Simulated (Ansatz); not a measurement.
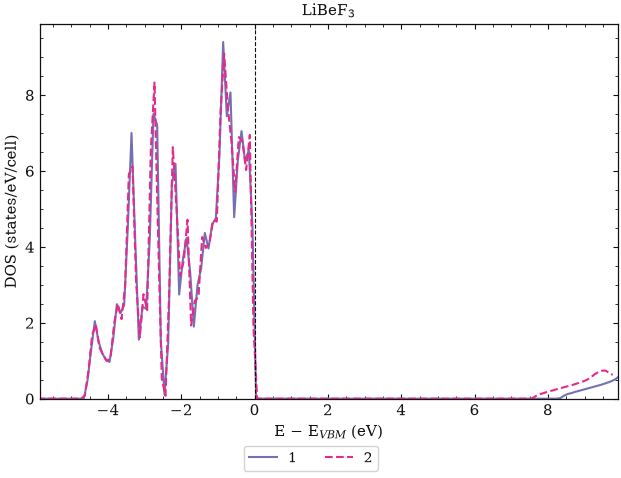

Total densities of states of LiBeF$_{3}$, space group Amm2 (No. 38), 5 atoms in the cell, by two methods on the same cell. Each is counted from its own valence-band top.

Which curve is which? The methods: PBE, r2SCAN.

1 is r2SCAN; 2 is PBE. r2SCAN gives a gap of 8.28 eV and PBE gives a gap of 7.53 eV.

Settings. r2SCAN: DFT r2SCAN, scalar-relativistic, plane waves, PAW, no spin polarisation, 8×6×6 k mesh, 500 eV cutoff (Ansatz 0.2.0). PBE: DFT PBE, scalar-relativistic, plane waves, PAW, no spin polarisation, 8×6×6 k mesh, 420 eV cutoff, Gaussian smearing of 0.02 eV (Ansatz).

The structure is an invented one, so it need not be a known or stable phase.
